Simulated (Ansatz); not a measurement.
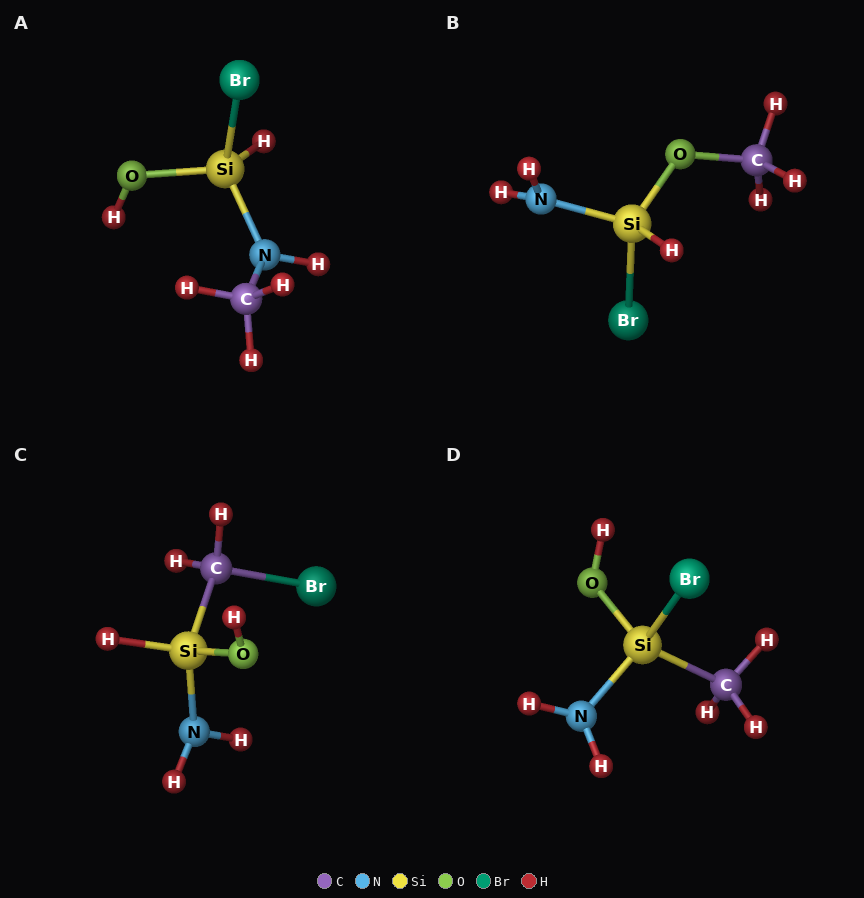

4 stationary structures of one formula. Geometries: PBE0-D4/def2-TZVP. Electronic energies: CCSD(T)/CBS (MP2 limit from def2-TZVPP and def2-QZVPP plus CCSD(T) − MP2) (Ansatz 0.2.0), without zero-point energy. No frequency run is at hand to confirm each as a minimum. Each is one conformer, not always the lowest.

### Rank them by energy, lowest first.

D is lowest; A lies 0.998 eV above it, B lies 1.157 eV above it, C lies 1.856 eV above it. A is `CN[Si@@H](O)Br`, B is `CO[Si@@H](N)Br`, C is `N[Si@@H](O)CBr`, D is `C[Si@](N)(O)Br`.
